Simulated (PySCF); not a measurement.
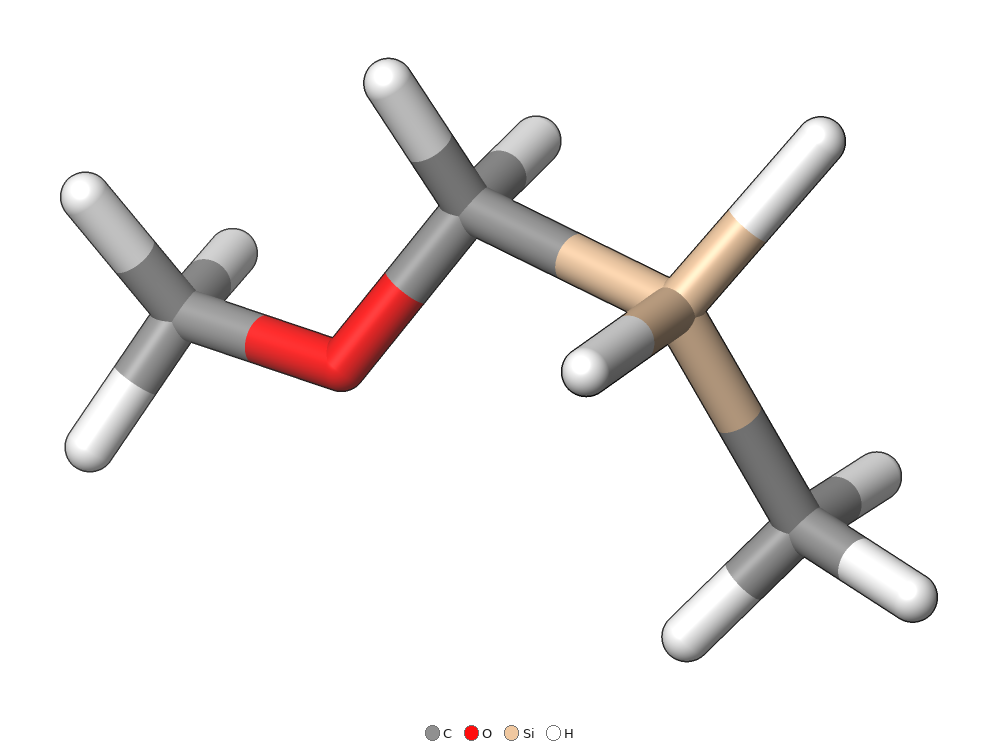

The computed structure is the end point of a PBE0-D3(BJ)/def2-SVP optimisation. No frequency run is at hand to confirm it as a minimum. Program: PySCF 2.14.0.

Compare dipole (D), HOMO energy (eV), HOMO–LUMO gap (eV) at these levels: BHandHLYP/aug-pcX-1 (pcseg-1 on H) (def2-SVPD on Si); PBE0/pcSseg-1 in cyclohexane (IEF-PCM); PBE0/pcSseg-1 in methanol (IEF-PCM); ωB97X-D/def2-SVPD; ωB97X-D/def2-SVPD in cyclohexane (IEF-PCM); ωB97X-D/def2-SVPD in methanol (IEF-PCM).

```json
{"level": "BHandHLYP/aug-pcX-1 (pcseg-1 on H) (def2-SVPD on Si)", "dipole (D)": "1.19", "HOMO energy (eV)": "−9.11", "HOMO–LUMO gap (eV)": "9.89"}
{"level": "PBE0/pcSseg-1 in cyclohexane (IEF-PCM)", "dipole (D)": "1.41", "HOMO energy (eV)": "−7.43", "HOMO–LUMO gap (eV)": "8.78"}
{"level": "PBE0/pcSseg-1 in methanol (IEF-PCM)", "dipole (D)": "1.68", "HOMO energy (eV)": "−7.44", "HOMO–LUMO gap (eV)": "8.79"}
{"level": "ωB97X-D/def2-SVPD", "dipole (D)": "1.22", "HOMO energy (eV)": "−9.51", "HOMO–LUMO gap (eV)": "11.78"}
{"level": "ωB97X-D/def2-SVPD in cyclohexane (IEF-PCM)", "dipole (D)": "1.38", "HOMO energy (eV)": "−9.48", "HOMO–LUMO gap (eV)": "11.79"}
{"level": "ωB97X-D/def2-SVPD in methanol (IEF-PCM)", "dipole (D)": "1.69", "HOMO energy (eV)": "−9.48", "HOMO–LUMO gap (eV)": "11.82"}
```
